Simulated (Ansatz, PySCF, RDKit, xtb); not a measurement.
# CH2BCl: from the formula to a structure, part 2 of 2

Only the formula CH2BCl is given. Aim: find the structure of lowest free energy at 298.15 K, then its properties.

xtb, Ansatz and PySCF; isolated molecules.

**12. Density, orbitals and dipole (PBE0/def2-TZVPD)**

Input file input.yaml:

```yaml
crystal:
  periodic: [false, false, false]
  atoms:
    - {symbol: C, position_ang: [1.336006, 1.855256, 0.577588]}
    - {symbol: B, position_ang: [1.872357, 0.692326, 0.062873]}
    - {symbol: Cl, position_ang: [2.528718, -0.730792, -0.567014]}
    - {symbol: H, position_ang: [0.891232, 1.894523, 1.572321]}
    - {symbol: H, position_ang: [1.332448, 2.788096, 0.013087]}
basis:
  gaussian:
    orbitals: def2-TZVPD
hamiltonian:
  xc: {name: PBE0}
output:
  forces: true
  orbitals: {seedname: orbitals}
```

Started as:

```
$ ansatz run input.yaml --threads 1 --pin off --max-ram 2610MiB --events-out events.jsonl --progress --plain --runs-dir runs
```

What it wrote, cut to the lines that bear on the results:

```text
Warning: RAYON_NUM_THREADS=1 ignored (pool sized by the plan → 1); use --threads N
Functional definition: PBE0
  name "PBE0"
[...]
749 factors; their error is unknown
[...]
mean field -14262.38306068 eV, -524.1329100894 hartree, gradient 1.8e-5 eV, S^2 0.000000; 0 other end points of the search recorded, 0 dependent functions left out
[...]
reference -14262.38309836 eV, -524.1329114744 hartree; 15, 15 occupied and 123, 123 virtual orbitals, 749 factors
Total energy: -14262.38309836 eV, -524.1329114744 hartree
Atom 0 at     1.336006     1.855256     0.577588 Å, force    -0.021904     0.047561     0.020980 eV/Å
Atom 1 at     1.872357     0.692326     0.062873 Å, force     0.054466    -0.118110    -0.052258 eV/Å
Atom 2 at     2.528718    -0.730792    -0.567014 Å, force    -0.104549     0.226680     0.100334 eV/Å
Atom 3 at     0.891232     1.894523     1.572321 Å, force     0.078081     0.007165    -0.183257 eV/Å
Atom 4 at     1.332448     2.788096     0.013087 Å, force    -0.006094    -0.163294     0.114202 eV/Å
Dipole moment:     0.055768    -0.120915    -0.053519 e Å
```

Wall time 2.9 s (1 thread of Arm Neoverse V2, shared host).

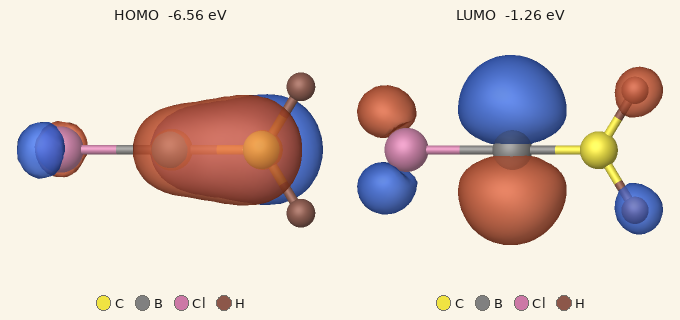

Frontier orbitals of this run, surfaces at ±0.2 Å^-3/2.

**13. Frequencies after a tight-binding relaxation (GFN2-xTB)**

Input file start.xyz:

```xyz
5
c191a
C      1.336006     1.855256     0.577588
B      1.872357     0.692326     0.062873
Cl     2.528718    -0.730792    -0.567014
H      0.891232     1.894523     1.572321
H      1.332448     2.788096     0.013087
```

Started as:

```
$ xtb start.xyz --gfn 2 --ohess tight
```

What it wrote, cut to the lines that bear on the results:

```text
* xtb version 6.7.1
[...]
          :  # basis functions                  20          :
[...]
          :  # electrons                        16          :
[...]
          :  Hamiltonian                  GFN2-xTB          :
[...]
          :  net charge                          0          :
          :  unpaired electrons                  0          :
[...]
   *** convergence criteria satisfied after 14 iterations ***
[...]
   *** GEOMETRY OPTIMIZATION CONVERGED AFTER 8 ITERATIONS ***
[...]
   *** convergence criteria satisfied after 3 iterations ***
[...]
         ::                     SUMMARY                     ::
         :::::::::::::::::::::::::::::::::::::::::::::::::::::
         :: total energy              -8.909549285249 Eh    ::
         :: gradient norm              0.000101066684 Eh/a0 ::
         :: HOMO-LUMO gap              3.456304345040 eV    ::
         ::.................................................::
         :: SCC energy                -9.005597546328 Eh    ::
         :: -> isotropic ES            0.028478387131 Eh    ::
         :: -> anisotropic ES          0.002190447268 Eh    ::
         :: -> anisotropic XC         -0.000164335693 Eh    ::
         :: -> dispersion             -0.001965141093 Eh    ::
         :: repulsion energy           0.096048261079 Eh    ::
         :: add. restraining           0.000000000000 Eh    ::
         :: total charge               0.000000000000 e     ::
         :::::::::::::::::::::::::::::::::::::::::::::::::::::
[...]
         8        2.0000           -0.3575978              -9.7307 (HOMO)
         9                         -0.2305806              -6.2744 (LUMO)
[...]
     #   Z          covCN         q      C6AA      α(0)
     1   6          2.760    -0.258    35.018     9.691
     2   5          1.732     0.297    35.499    12.555
     3  17          0.825    -0.158   104.021    15.602
     4   1          0.926     0.060     2.203     2.321
     5   1          0.926     0.060     2.203     2.321
[...]
          | TOTAL ENERGY               -8.909549285248 Eh   |
          | TOTAL ENTHALPY             -8.877410377441 Eh   |
          | TOTAL FREE ENERGY          -8.907173280313 Eh   |
          | GRADIENT NORM               0.000100672237 Eh/α |
[...]
```

Wall time 0.072 s (1 thread of Arm Neoverse V2, shared host).

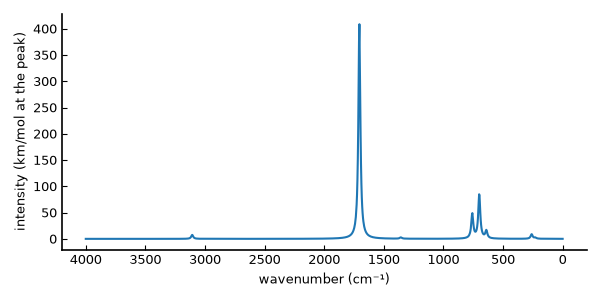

Harmonic infrared spectrum, unscaled, lines broadened by 10 cm⁻¹.

**14. Electronic excitations (TD-B3LYP/def2-SVPD)**

An in-house driver calls PySCF's response routines at TD-B3LYP/def2-SVPD; it has no typed input.

What it wrote:

```text
coarse grid: 5040 points
cycle   1  E = -524.0515211919  dE =  2.769e-01  |g| = 4.636e-01  |ddm| = 3.273e+00
cycle   2  E = -523.9367582867  dE =  1.148e-01  |g| = 7.497e-01  |ddm| = 1.246e+00
cycle   3  E = -524.1107090064  dE = -1.740e-01  |g| = 7.183e-02  |ddm| = 8.963e-01
cycle   4  E = -524.1125048878  dE = -1.796e-03  |g| = 1.880e-02  |ddm| = 1.454e-01
cycle   5  E = -524.1126063266  dE = -1.014e-04  |g| = 6.472e-03  |ddm| = 3.030e-02
cycle   6  E = -524.1126193351  dE = -1.301e-05  |g| = 1.470e-03  |ddm| = 7.903e-03
cycle   7  E = -524.1126199853  dE = -6.502e-07  |g| = 2.273e-04  |ddm| = 2.343e-03
final grid: 44912 points
cycle   8  E = -524.1710842207  dE = -1.032e-05  |g| = 2.553e-03  |ddm| = 3.799e-02
cycle   9  E = -524.1710813367  dE =  2.884e-06  |g| = 3.986e-03  |ddm| = 6.974e-03
cycle  10  E = -524.1710858949  dE = -4.558e-06  |g| = 3.308e-04  |ddm| = 4.315e-03
cycle  11  E = -524.1710859280  dE = -3.310e-08  |g| = 1.130e-04  |ddm| = 5.565e-04
cycle  12  E = -524.1710859319  dE = -3.929e-09  |g| = 2.171e-05  |ddm| = 1.537e-04
cycle  13  E = -524.1710859321  dE = -1.650e-10  |g| = 4.132e-06  |ddm| = 3.126e-05
converged SCF energy = -524.1710859321

Static polarisability (au): isotropic 43.355, principal 32.844 34.419 62.802

Singlet excitations
state   eV       nm        f      main configurations
  1   3.3190    373.6   0.00000   H->L 1.00
  2   5.1256    241.9   0.03064   H->L+1 0.99
  3   6.6517    186.4   0.03184   H->L+3 0.97
  4   6.7979    182.4   0.25151   H->L+2 0.82
  5   7.0669    175.4   0.00000   H->L+4 0.98
  6   7.2786    170.3   0.00191   H->L+6 0.99
  7   7.4142    167.2   0.00055   H->L+5 0.93
  8   7.6821    161.4   0.00000   H-2->L 1.00

Triplet excitations (Tamm-Dancoff, eV): 2.9646 4.4804 4.8354
```

It took 3.3 s on 1 thread of Arm Neoverse V2, shared host.

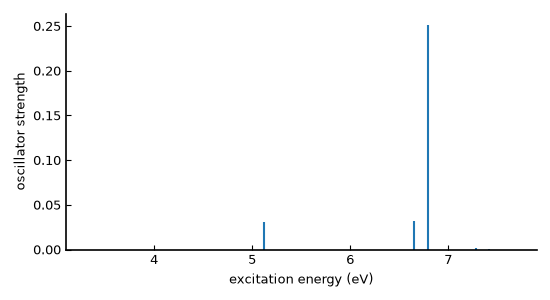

Vertical excitations as sticks.

The roots found:

```
excited state  energy (eV)  strength
            1        3.319    0.0000
            2        5.126    0.0306
            3        6.652    0.0318
            4        6.798    0.2515
            5        7.067    0.0000
            6        7.279    0.0019
            7        7.414    0.0006
            8        7.682    0.0000
```

**15. NMR shieldings (GIAO PBE0/pcSseg-1)**

An in-house driver calls PySCF's response routines at GIAO PBE0/pcSseg-1; it has no typed input.

What it wrote:

```text
coarse grid: 5040 points
cycle   1  E = -523.9991330617  dE =  3.008e-01  |g| = 4.369e-01  |ddm| = 1.991e+00
cycle   2  E = -523.9257046474  dE =  7.343e-02  |g| = 6.516e-01  |ddm| = 7.941e-01
cycle   3  E = -524.0508552757  dE = -1.252e-01  |g| = 5.984e-02  |ddm| = 5.401e-01
cycle   4  E = -524.0520555176  dE = -1.200e-03  |g| = 1.483e-02  |ddm| = 7.804e-02
cycle   5  E = -524.0521115239  dE = -5.601e-05  |g| = 3.932e-03  |ddm| = 1.433e-02
cycle   6  E = -524.0521158971  dE = -4.373e-06  |g| = 1.687e-03  |ddm| = 4.645e-03
final grid: 44912 points
cycle   7  E = -524.0672967314  dE = -1.388e-05  |g| = 3.939e-03  |ddm| = 1.136e-02
cycle   8  E = -524.0672962067  dE =  5.247e-07  |g| = 3.930e-03  |ddm| = 6.324e-03
cycle   9  E = -524.0673007007  dE = -4.494e-06  |g| = 6.498e-04  |ddm| = 3.508e-03
cycle  10  E = -524.0673007853  dE = -8.466e-08  |g| = 1.200e-04  |ddm| = 6.711e-04
cycle  11  E = -524.0673007888  dE = -3.442e-09  |g| = 5.434e-05  |ddm| = 1.421e-04
cycle  12  E = -524.0673007896  dE = -8.340e-10  |g| = 6.961e-06  |ddm| = 4.289e-05
converged SCF energy = -524.0673007896

GIAO shielding tensors (ppm)
atom      isotropic    diamagn.    paramagn.     s11        s22        s33       span
  0 C      152.339     260.303    -107.964     57.777    175.346    223.895    166.119
  1 B       16.915     202.233    -185.318    -26.503     16.142     61.107     87.610
  2 Cl     793.788    1148.221    -354.433    582.652    874.191    924.522    341.871
  3 H       27.946      30.746      -2.800     26.165     26.267     31.406      5.241
  4 H       27.946      28.723      -0.776     26.165     26.267     31.406      5.241
```

Run time: 2.5 s. Hardware: 1 thread of Arm Neoverse V2, shared host.

Isotropic shieldings (absolute, not shifts):

```
atoms  shielding (ppm)
   C1            152.3
   B2             16.9
  Cl3            793.8
   H4            27.95
   H5            27.95
```

**16. The cation at the same geometry (PBE0/def2-TZVPD)**

Changes to input.yaml since step 12:

```diff
@@ -1 +1,3 @@
+basis:
+  gaussian: {orbitals: def2-TZVPD}
 crystal:
@@ -8,9 +10,4 @@
     - {symbol: H, position_ang: [1.332448, 2.788096, 0.013087]}
-basis:
-  gaussian:
-    orbitals: def2-TZVPD
-hamiltonian:
-  xc: {name: PBE0}
-output:
-  forces: true
-  orbitals: {seedname: orbitals}
+total_charge: 1
+magnetization: {spin_polarized: true, initial_magnetization: 1}
+hamiltonian: {xc: {name: PBE0}}
```

Started as:

```
$ ansatz run input.yaml --threads 1 --pin off --max-ram 2610MiB --events-out events.jsonl --progress --plain --runs-dir runs
```

What it wrote:

```text
Warning: RAYON_NUM_THREADS=1 ignored (pool sized by the plan → 1); use --threads N
[... 2 set-up lines as earlier in the session ...]
  parameter a = 0.25
  parameter kappa = 0.804
  parameter beta = 0.06672455060314922
  exchange = (1 - a)*pbe_x(kappa = kappa, mu = beta*pi^2/3) + a*exact_x
  correlation = pbe_c(beta = beta)
749 factors; their error is unknown
mean field evaluation 1: about -14244.8983 eV, gradient 4.1e1 eV
mean field evaluation 2: about -14239.9142 eV, gradient 4.7e1 eV
mean field evaluation 4: about -14253.4251 eV, gradient 4.9e0 eV
mean field evaluation 8: about -14253.5669 eV, gradient 2.2e-1 eV
mean field evaluation 16: about -14253.5671 eV, gradient 1.7e-5 eV
mean field -14253.56713479 eV, -523.8089307889 hartree, gradient 1.7e-5 eV, S^2 0.753348; 0 other end points of the search recorded, 0 dependent functions left out
reference -14253.56716708 eV, -523.8089319754 hartree; 15, 14 occupied and 123, 124 virtual orbitals, 749 factors
Total energy: -14253.56716708 eV, -523.8089319754 hartree
```

Wall time 3.9 s (1 thread of Arm Neoverse V2, shared host).

Difference from the parent: 8.82 eV.

**17. The anion at the same geometry (PBE0/def2-TZVPD)**

Input file input.yaml:

```yaml
crystal:
  periodic: [false, false, false]
  atoms:
    - symbol: C
      position_ang: [1.336006, 1.855256, 0.577588]
    - symbol: B
      position_ang: [1.872357, 0.692326, 0.062873]
    - symbol: Cl
      position_ang: [2.528718, -0.730792, -0.567014]
    - symbol: H
      position_ang: [0.891232, 1.894523, 1.572321]
    - symbol: H
      position_ang: [1.332448, 2.788096, 0.013087]
basis:
  gaussian:
    orbitals: def2-TZVPD
total_charge: -1
magnetization:
  spin_polarized: true
  initial_magnetization: 1
hamiltonian:
  xc: {name: PBE0}
scf:
  lower_state_search: off
```

Started as:

```
$ ansatz run input.yaml --threads 1 --pin off --max-ram 2610MiB --events-out events.jsonl --progress --plain --runs-dir runs
```

What it wrote, cut to the lines that bear on the results:

```text
Warning: RAYON_NUM_THREADS=1 ignored (pool sized by the plan → 1); use --threads N
[... 2 set-up lines as earlier in the session ...]
[...]
749 factors; their error is unknown
[...]
a density is far from that of the atoms, so the factors are made again for it
928 factors; integrals over basis functions are off by at most 1.2e-3 eV
mean field -14261.81744332 eV, -524.1121240351 hartree, gradient 5.8e-6 eV, S^2 0.753546; 0 other end points of the search recorded, 0 dependent functions left out
reference -14261.81747675 eV, -524.1121252635 hartree; 16, 15 occupied and 122, 123 virtual orbitals, 928 factors
Total energy: -14261.81747675 eV, -524.1121252635 hartree
Checks for a lower state left out: stability, starts, cluster_reference, orbital_swaps, neighbouring_geometries, increment
```

Run time: 8.4 s. Hardware: 1 thread of Arm Neoverse V2, shared host.

Parent less the species with the added electron: -0.57 eV. The extra electron isn't bound at this geometry, so the number measures the basis, not the molecule.

**18. The triplet at the same geometry (PBE0/def2-TZVPD)**

Input file input.yaml:

```yaml
basis:
  gaussian:
    orbitals: def2-TZVPD
crystal:
  periodic: [false, false, false]
  atoms:
    - {symbol: C, position_ang: [1.336006, 1.855256, 0.577588]}
    - {symbol: B, position_ang: [1.872357, 0.692326, 0.062873]}
    - {symbol: Cl, position_ang: [2.528718, -0.730792, -0.567014]}
    - {symbol: H, position_ang: [0.891232, 1.894523, 1.572321]}
    - {symbol: H, position_ang: [1.332448, 2.788096, 0.013087]}
magnetization:
  spin_polarized: true
  initial_magnetization: 2
hamiltonian:
  xc: {name: PBE0}
```

Started as:

```
$ ansatz run input.yaml --threads 1 --pin off --max-ram 2610MiB --events-out events.jsonl --progress --plain --runs-dir runs
```

What it wrote, cut to the lines that bear on the results:

```text
Warning: RAYON_NUM_THREADS=1 ignored (pool sized by the plan → 1); use --threads N
[... 7 set-up lines as earlier in the session ...]
749 factors; their error is unknown
mean field evaluation 1: about -14249.7376 eV, gradient 4.1e1 eV
mean field evaluation 2: about -14236.8565 eV, gradient 6.0e1 eV
mean field evaluation 4: about -14259.5299 eV, gradient 2.3e0 eV
mean field evaluation 8: about -14259.5837 eV, gradient 2.1e-1 eV
mean field evaluation 16: about -14259.5839 eV, gradient 4.0e-5 eV
mean field -14259.58386263 eV, -524.0300414587 hartree, gradient 4.0e-5 eV, S^2 2.006431; 1 other end points of the search recorded, 0 dependent functions left out
reference -14259.58390246 eV, -524.0300429224 hartree; 16, 14 occupied and 122, 124 virtual orbitals, 749 factors
Total energy: -14259.58390246 eV, -524.0300429224 hartree
```

Run time: 3.9 s. Hardware: 1 thread of Arm Neoverse V2, shared host.

It lies 2.80 eV above the singlet.

**19. Stability of the closed-shell solution (PBE0/def2-SVP)**

Input file input.py:

```python
# C=BCl
from pyscf import gto, dft

mol = gto.M(
    atom=[
    ('C', (1.336006, 1.855256, 0.577588)),
    ('B', (1.872357, 0.692326, 0.062873)),
    ('Cl', (2.528718, -0.730792, -0.567014)),
    ('H', (0.891232, 1.894523, 1.572321)),
    ('H', (1.332448, 2.788096, 0.013087)),
],
    max_memory=1860,
    verbose=3,
    spin=0,
    basis='def2-svp',
)

mf = dft.RKS(mol)
mf.xc = 'pbe0'
mf = mf.density_fit(auxbasis='def2-universal-jkfit')
mf.max_cycle = 100
mf.grids.level = 3
mf.kernel()
if not mf.converged:
    mf = mf.newton().run(mf.mo_coeff, mf.mo_occ)

e_tot = mf.e_tot
print('E(%s) = %.9f' % ('PBE0', e_tot))
mo_i, mo_e, stable_i, stable_e = mf.stability(internal=True, external=True, return_status=True)
print('stable: internal', stable_i, 'external', stable_e)
```

Started as:

```
$ OMP_NUM_THREADS=1 python input.py
```

What it wrote:

```text
converged SCF energy = -523.904497250318
E(PBE0) = -523.904497250
<class 'pyscf.df.df_jk.DFRKS'> wavefunction is stable in the internal stability analysis
<class 'pyscf.df.df_jk.DFRKS'> wavefunction is stable in the real -> complex stability analysis
<class 'pyscf.df.df_jk.DFRKS'> wavefunction is stable in the RHF/RKS -> UHF/UKS stability analysis
stable: internal True external True
```

Run time: 18 s. Hardware: 1 thread of Arm Neoverse V2, shared host.

**20. Outcome**

The summary covers parts 1 to 2.

| quantity | value |
| --- | --- |
| lowest structure found | C=BCl, singlet, C2v |
| next finalist | B=CCl, singlet, 38.5 kcal/mol higher in G |
| share at equilibrium, among the finalists | 100.0 % |
| funnel | 17 starts, 7 minima at GFN2-xTB, 7 screening runs, 3 relaxed, 3 ranked |
| CPU time of all runs | 3.9 min |
| harmonic wavenumbers, lowest and highest (PBE0-D3(BJ)/pcseg-1) | 268 and 3268 cm⁻¹ |
| rotational constants, same geometry | 9.768, 0.159, 0.1564 cm⁻¹ |
| dipole moment (PBE0/def2-TZVPD) | 0.69 D |
| HOMO energy (PBE0/def2-TZVPD) | -6.56 eV |
| LUMO energy (PBE0/def2-TZVPD) | -1.26 eV |
| HOMO–LUMO gap (PBE0/def2-TZVPD) | 5.30 eV |
| lowest excitation (TD-B3LYP/def2-SVPD) | 3.32 eV (f = 0.000) |
| strongest of the states computed, same level | 6.80 eV (f = 0.252) |
| lowest triplet excitation, same level, Tamm-Dancoff | 2.96 eV |
| vertical ionisation energy | 8.82 eV |
| vertical electron affinity | -0.57 eV (unbound: the value depends on the basis) |
| vertical triplet less singlet | +2.80 eV |

In words: The search ends on `C=BCl`. The margin of 38.5 kcal/mol over the next finalist is beyond the usual error of the last level; it says nothing of structures that weren't ranked. GFN2-xTB, HF/STO-3G, r2SCAN-D4/def2-SVP, PBE0-D3(BJ)/pcseg-1, HF/def2-TZVPP and MP2/def2-TZVPP already put its bonding pattern lowest among the structures in one piece. The largest share of the time went into recheck (28 %). A large T1 diagnostic among the finalists warns that one reference determinant may not suffice. It concerns: the finalist [BH2-]=[C+]Cl (singlet). Lowest found is not proven lowest: the search is finite, and each finalist counts with one conformer. The lowest isomer need not be the one that is made and kept in a bottle, which depends on barriers.
